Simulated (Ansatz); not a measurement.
System RhN (space group P6_3mc, No. 186); source of the atomic positions: the input geometry of an electronic-structure calculation (not necessarily at equilibrium); the starting structure was generated, so it need not be a known form of this composition.

```xyz
4
Lattice="3.1221 0.0000 0.0000 -1.5610 2.7038 0.0000 0.0000 0.0000 5.7753" Properties=species:S:1:pos:R:3 pbc="T T T"
Rh    0.0000    1.8025    0.0397
Rh    1.5610    0.9013    2.9274
N     0.0000    1.8025    2.1318
N     1.5610    0.9013    5.0195
```

Describe the stacking along c, naming the columns A, B, C as they first turn up.

Rh(A) – N(A) – Rh(B) – N(B) (four layers in 5.78 Å).

N layers alone: AB, the hexagonal close-packed type.

Rh: two tetrahedral sites (per hexagonal cell).

Polytype symbol 2H, the symbol of a tetrahedral polytype (number of double layers in the repeat and lattice).

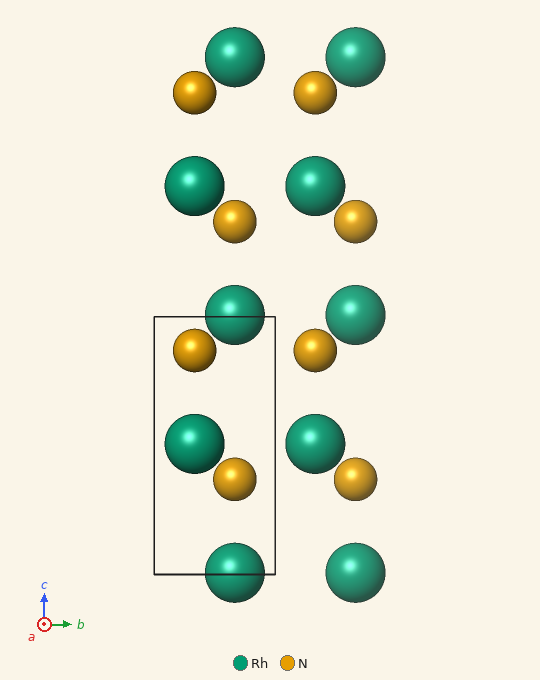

Projection along an edge of the hexagonal mesh, stacking direction c upwards. Every atom sits on one of the three columns of the mesh; call them A, B, C in the order in which they first turn up. The sequence starts with the first layer at or above the cell's origin.
